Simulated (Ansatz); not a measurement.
**triplet SnNH2F: levels of theory compared**

Wanted: a comparison of 6 runs (UHF/def2-SVP, U-r2SCAN0/def2-SVP, U-wB97M-V/def2-SVP, UCAM-B3LYP/def2-SVP, UPBE0/def2-SVP, USVWN5/def2-SVP) of triplet SnNH2F. 

The calculation is run with Ansatz 0.2.0.

69 further runs of the same task are left out: 69 set aside as unsound or not needed.

**1. The molecule**

SnNH2F: 5 atoms, total charge 0, spin state triplet. As SMILES of the parent species, `[NH2][Sn][F]`. Geometry: relaxed at PBE0-D4/def2-TZVP. This is one conformer, not always the lowest. That shape belongs to the parent species and isn't relaxed for this state.

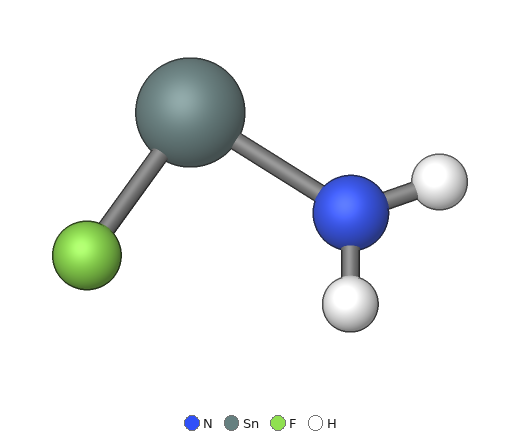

The structure, seen from a chosen angle (nitrogen blue, tin teal, fluorine green, hydrogen white).

**2. A single-point energy at UHF/def2-SVP (core potential) (run 1)**

molecule.yaml

```yaml
basis:
  gaussian:
    orbitals: def2-SVP
crystal:
  periodic: [false, false, false]
  atoms:
    - {symbol: "N", position_ang: [-0.302900, 0.495500, -0.393300]}
    - {symbol: Sn, position_ang: [0.338900, -0.053700, 1.423200]}
    - {symbol: F, position_ang: [0.966900, -1.775900, 0.754300]}
    - {symbol: H, position_ang: [-0.746800, 1.369300, -0.629100]}
    - {symbol: H, position_ang: [-0.206200, -0.108900, -1.196600]}
total_charge: 0
magnetization:
  spin_polarized: true
  initial_magnetization: 2
hamiltonian:
  xc: hf
accuracy: high
output: {orbitals: {seedname: orbitals}}
```

Started as:

```sh
$ ansatz run molecule.yaml --threads 1 --pin off --max-ram 3480MiB --events-out events.jsonl --progress --plain --runs-dir runs
```

Standard output:

```text
Warning: RAYON_NUM_THREADS=1 ignored (pool sized by the plan → 1); use --threads N
Functional definition: HF
  name "HF"
  exchange = exact_x
  correlation = 0
1479 factors; integrals over basis functions are off by at most 3.2e-9 eV
mean field evaluation 1: about -10016.0109 eV, gradient 2.7e1 eV
mean field evaluation 2: about -10016.1317 eV, gradient 2.7e1 eV
mean field evaluation 4: about -10019.5942 eV, gradient 2.4e0 eV
mean field evaluation 8: about -10019.6980 eV, gradient 5.3e-1 eV
mean field evaluation 16: about -10019.7059 eV, gradient 2.1e-8 eV
mean field evaluation 32: about -10019.6337 eV, gradient 9.1e-2 eV
mean field evaluation 64: about -10013.4219 eV, gradient 2.5e1 eV
mean field -10019.70592523 eV, -368.2174011516 hartree, gradient 3.4e-8 eV, S^2 2.009658; 1 other end points of the search recorded, 0 dependent functions left out
reference -10019.70592523 eV, -368.2174011516 hartree; 21, 19 occupied and 43, 45 virtual orbitals, 1479 factors
Total energy: -10019.70592523 eV, -368.2174011516 hartree
```

Wall time 4.2 s (1 thread of Arm Neoverse V1, shared host); peak memory 0.24 GiB.

**3. A single-point energy at U-r2SCAN0/def2-SVP (core potential) (run 2)**

molecule.yaml

```yaml
crystal:
  periodic: [false, false, false]
  atoms:
    - {symbol: N, position_ang: [-0.302900, 0.495500, -0.393300]}
    - {symbol: Sn, position_ang: [0.338900, -0.053700, 1.423200]}
    - {symbol: F, position_ang: [0.966900, -1.775900, 0.754300]}
    - {symbol: H, position_ang: [-0.746800, 1.369300, -0.629100]}
    - {symbol: H, position_ang: [-0.206200, -0.108900, -1.196600]}
basis:
  gaussian:
    orbitals: def2-SVP
magnetization:
  spin_polarized: true
  initial_magnetization: 2
output: {orbitals: {seedname: orbitals}}
accuracy: high
hamiltonian:
  xc: {name: r2SCAN0}
```

Started as:

```sh
$ ansatz run molecule.yaml --threads 1 --pin off --max-ram 3480MiB --events-out events.jsonl --progress --plain --runs-dir runs
```

Standard output:

```text
Warning: RAYON_NUM_THREADS=1 ignored (pool sized by the plan → 1); use --threads N
Functional definition: r2SCAN0
  name "r2SCAN0"
  parameter a = 0.25
  parameter k0 = 0.174
  parameter k1 = 0.065
  parameter a1 = 4.9479
  exchange = (1 - a)*r2scan_x(k0 = k0, k1 = k1, a1 = a1) + a*exact_x
  correlation = r2scan_c
1479 factors; integrals over basis functions are off by at most 3.2e-9 eV
mean field evaluation 1: about -10057.1495 eV, gradient 4.1e1 eV
mean field evaluation 2: about -10039.8407 eV, gradient 7.1e1 eV
mean field evaluation 4: about -10063.9336 eV, gradient 5.2e0 eV
mean field evaluation 8: about -10064.1330 eV, gradient 6.1e-1 eV
mean field evaluation 16: about -10064.1354 eV, gradient 9.8e-4 eV
mean field evaluation 32: about -10064.1354 eV, gradient 3.9e-6 eV
mean field -10064.13540875 eV, -369.8501545555 hartree, gradient 4.7e-8 eV, S^2 2.006464; 2 other end points of the search recorded, 0 dependent functions left out
reference -10064.13541131 eV, -369.8501546498 hartree; 21, 19 occupied and 43, 45 virtual orbitals, 1479 factors
Total energy: -10064.13541131 eV, -369.8501546498 hartree
```

Wall time 44 s (1 thread of Arm Neoverse V1, shared host); peak memory 0.4 GiB.

Runs 3 to 4 aren't shown in full; the table further down has their settings and results.

**4. The energy at UPBE0/def2-SVP (core potential) (run 5)**

input.yaml

```yaml
basis:
  gaussian:
    orbitals: def2-SVP
crystal:
  periodic: [false, false, false]
  atoms:
    - {symbol: "N", position_ang: [-0.302900, 0.495500, -0.393300]}
    - {symbol: Sn, position_ang: [0.338900, -0.053700, 1.423200]}
    - {symbol: F, position_ang: [0.966900, -1.775900, 0.754300]}
    - {symbol: H, position_ang: [-0.746800, 1.369300, -0.629100]}
    - {symbol: H, position_ang: [-0.206200, -0.108900, -1.196600]}
magnetization:
  spin_polarized: true
  initial_magnetization: 2
hamiltonian:
  xc: pbe0
accuracy: high
output: {orbitals: {seedname: orbitals}}
```

Started as:

```sh
$ ansatz run input.yaml --threads 1 --pin off --max-ram 3480MiB --events-out events.jsonl --progress --plain --runs-dir runs
```

Standard output:

```text
Warning: RAYON_NUM_THREADS=1 ignored (pool sized by the plan → 1); use --threads N
Functional definition: PBE0
  name "PBE0"
[... 1 set-up line as earlier in the session ...]
  parameter kappa = 0.804
  parameter beta = 0.06672455060314922
  exchange = (1 - a)*pbe_x(kappa = kappa, mu = beta*pi^2/3) + a*exact_x
  correlation = pbe_c(beta = beta)
1479 factors; integrals over basis functions are off by at most 3.2e-9 eV
mean field evaluation 1: about -10053.4241 eV, gradient 4.3e1 eV
mean field evaluation 2: about -10010.7347 eV, gradient 8.6e1 eV
mean field evaluation 4: about -10060.5348 eV, gradient 1.1e1 eV
mean field evaluation 8: about -10061.0693 eV, gradient 8.6e-1 eV
mean field evaluation 16: about -10061.0739 eV, gradient 5.3e-4 eV
mean field evaluation 32: about -10061.0778 eV, gradient 4.0e-2 eV
mean field -10061.07782264 eV, -369.7377903386 hartree, gradient 2.6e-8 eV, S^2 2.006128; 2 other end points of the search recorded, 0 dependent functions left out
reference -10061.07782503 eV, -369.7377904264 hartree; 21, 19 occupied and 43, 45 virtual orbitals, 1479 factors
Total energy: -10061.07782503 eV, -369.7377904264 hartree
```

Run time: 24 s. Hardware: 1 thread of Arm Neoverse V1, shared host; peak memory 0.28 GiB.

**5. A single-point energy at USVWN5/def2-SVP (core potential) (run 6)**

run.yaml

```yaml
basis:
  gaussian: {orbitals: def2-SVP}
crystal:
  periodic: [false, false, false]
  atoms:
    - symbol: N
      position_ang: [-0.302900, 0.495500, -0.393300]
    - symbol: Sn
      position_ang: [0.338900, -0.053700, 1.423200]
    - symbol: F
      position_ang: [0.966900, -1.775900, 0.754300]
    - symbol: H
      position_ang: [-0.746800, 1.369300, -0.629100]
    - symbol: H
      position_ang: [-0.206200, -0.108900, -1.196600]
magnetization: {spin_polarized: true, initial_magnetization: 2}
hamiltonian: {xc: {name: SVWN5}}
accuracy: high
output: {orbitals: {seedname: orbitals}}
```

Started as:

```sh
$ ansatz run run.yaml --threads 1 --pin off --max-ram 3480MiB --events-out events.jsonl --progress --plain --runs-dir runs
```

Standard output:

```text
Warning: RAYON_NUM_THREADS=1 ignored (pool sized by the plan → 1); use --threads N
Functional definition: SVWN5
  name "SVWN5"
  exchange = slater_x
  correlation = vwn5_c
1479 factors; integrals over basis functions are off by at most 3.2e-9 eV
mean field evaluation 1: about -10015.6517 eV, gradient 5.1e1 eV
mean field evaluation 2: about -9936.9405 eV, gradient 1.2e2 eV
mean field evaluation 4: about -10022.4252 eV, gradient 2.3e1 eV
mean field evaluation 8: about -10026.0315 eV, gradient 8.5e0 eV
mean field evaluation 16: about -10026.5593 eV, gradient 5.7e-2 eV
mean field evaluation 32: about -10026.4223 eV, gradient 2.6e0 eV
mean field -10026.55937674 eV, -368.4692608490 hartree, gradient 2.2e-8 eV, S^2 2.001818; 6 other end points of the search recorded, 0 dependent functions left out
reference -10026.55937951 eV, -368.4692609510 hartree; 21, 19 occupied and 43, 45 virtual orbitals, 1479 factors
Total energy: -10026.55937951 eV, -368.4692609510 hartree
```

It took 7.8 s on 1 thread of Arm Neoverse V1, shared host; peak memory 0.2 GiB.

**6. Overview of the runs**

```csv
run,level,energy (Eh),HOMO energy (eV),⟨S²⟩,wall time
1,UHF/def2-SVP (core potential),-368.217401,-6.89,2.010,4.2 s
2,U-r2SCAN0/def2-SVP (core potential),-369.850155,-4.36,2.006,44 s
3,U-wB97M-V/def2-SVP (core potential),-369.790847,-6.00,2.005,2.4 min
4,UCAM-B3LYP/def2-SVP (core potential),-369.821829,-5.21,2.005,24 s
5,UPBE0/def2-SVP (core potential),-369.737790,-4.09,2.006,24 s
6,USVWN5/def2-SVP (core potential),-368.469261,-2.93,2.002,7.8 s
```

**7. Results**

```
                                 quantity          value
                      run 6: total energy  -368.46926 Eh
run 6: HOMO energy (highest over α and β)       -2.93 eV
                              run 6: ⟨S²⟩          2.002
```

Totals of different functionals can't be ranked against each other. All runs together took 4.1 min, the longest 2.4 min.
